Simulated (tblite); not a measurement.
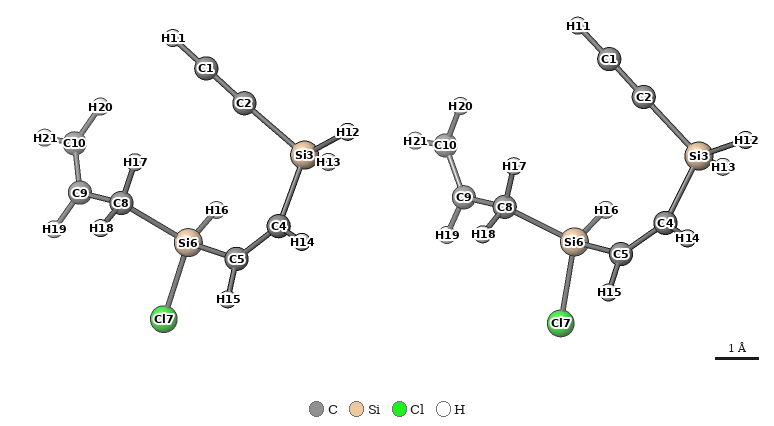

Two geometries of C$_{7}$H$_{11}$ClSi$_{2}$, drawn at one scale. One is the start of a relaxation, the other its converged end. Style: ball-and-stick. Shown at a tilt.

All numbers below come from GFN2-xTB geometry optimisation, gas phase (tblite 0.8.0). 

**Which one is relaxed?**

The left one is the relaxed one. After 144 geometry steps the energy has fallen by 0.194 eV. H20 moves most after the best rigid fit: 0.69 Å. Largest moves by element: H 0.69 Å, C 0.43 Å, Cl 0.28 Å, Si 0.19 Å. Some distances before and after: Si3–C4 1.843 → 1.887 Å, Si6–C8 1.875 → 1.916 Å, C2–Si3 1.884 → 1.853 Å, C5–Si6 1.853 → 1.883 Å. Bond angles that change, for instance: Si3–C4–C5 132.1° → 127.4°, Si3–C4–H14 110.4° → 115.1°, C5–Si6–Cl7 102.7° → 107.1°. Cost: 1.6 s on 1 thread of Arm Neoverse V2 (shared host).
